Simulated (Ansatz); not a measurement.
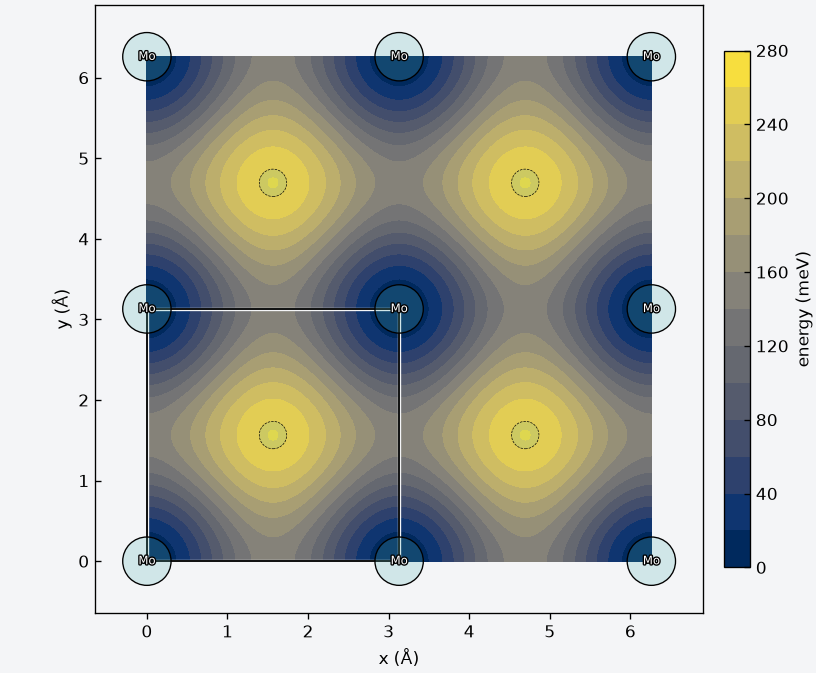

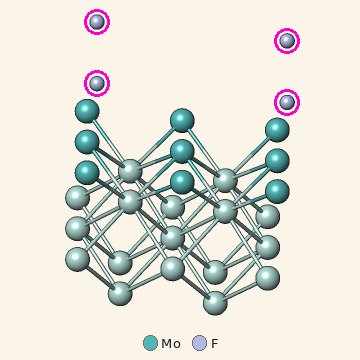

Energy landscape of F on a Mo(100) slab cut from the Im-3m phase, its upper half relaxed before the scan (16 atoms of substrate and one adsorbate in a 2 × 2 cell). 
- F is moved over the surface cell at a fixed height above a rigid substrate; the origin of the map has the adsorbate above Mo13; the height is held at 3.10 Å.
- Places are given modulo a cell vector. The map is drawn in real space over the plane of the surface.
- Grid: 8 × 8 points; 15 points were computed and 49 follow by symmetry.
- Places are given in fractions of the 1 × 1 surface cell.
- All energies are given in meV relative to the lowest grid point.
- The runs have no spin polarisation, so an open-shell adsorbate far from the surface lies too high. At a fixed height the lowest place need not be the adsorption site.
- Computed with Ansatz, DFT PBE+D3(BJ), scalar-relativistic, plane waves, PAW. Settings: cutoff 420 eV, k-mesh 5×5×1, gaussian smearing 0.1 eV, no spin polarisation.

In the figure: filled contours, labelled circles for the atoms of the top layer and small ones for the second layer, the outline of one cell of the 2 × 2 shown. Between grid points the surface is interpolated. The second picture is the structure at the lowest point; rings mark the moved atoms.

**Where are the wells?**

The lowest grid point is at the top site over a surface Mo atom, (0/8, 0/8) of the cell vectors. It is the only kind of minimum in the scanned range. The highest grid point, a fourfold hollow over a second-layer Mo atom, (4/8, 4/8) of the cell vectors, lies 260 meV above the lowest. On the interpolated surface the easiest way out of the lowest well to its copy in the next cell or period passes a barrier of about 150 meV. At the lowest point the adsorbate has 1 Mo at 3.10 Å as nearest neighbours, at the highest 4 Mo at 3.81 Å.

The values on the grid:

```tsv
second ↓, first →	0/8	1/8	2/8	3/8	4/8	5/8	6/8	7/8
7/8	22	43	94	145	166	145	94	43
6/8	75	94	140	187	206	187	140	94
5/8	128	145	187	228	244	228	187	145
4/8	150	166	206	244	260	244	206	166
3/8	128	145	187	228	244	228	187	145
2/8	75	94	140	187	206	187	140	94
1/8	22	43	94	145	166	145	94	43
0/8	0	22	75	128	150	128	75	22
```

Each point was launched as `ansatz run input.yaml --threads 4 --pin off --max-ram 12288MiB --backend cpu --events-out ev --progress --plain --runs-dir out`. Time for the 15 points that were run: 20 min on 4 threads of Arm Neoverse V2 (shared host).

PAW datasets: the set soft_1.
